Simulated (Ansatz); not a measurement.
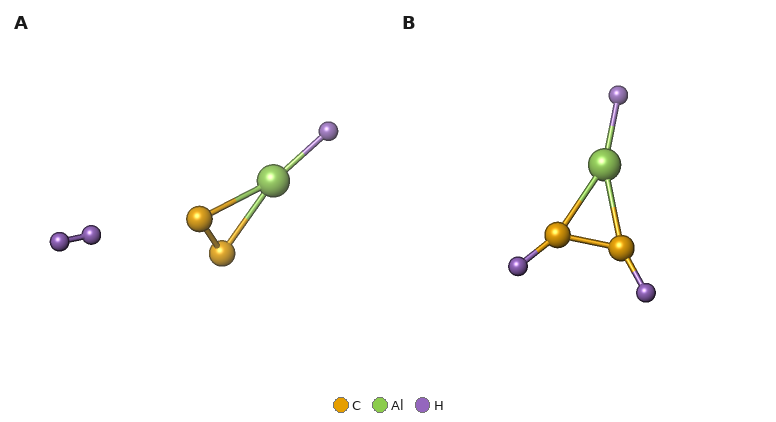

2 stationary structures of one formula. Geometries: PBE-D4/def2-SVP. Electronic energies: PBE-D4/def2-SVP (Ansatz 0.2.0), without zero-point energy. No frequency run is at hand to confirm each as a minimum.

Rank them by energy, lowest first.

B is lowest (C2v); A lies 251.7 kJ/mol above it.
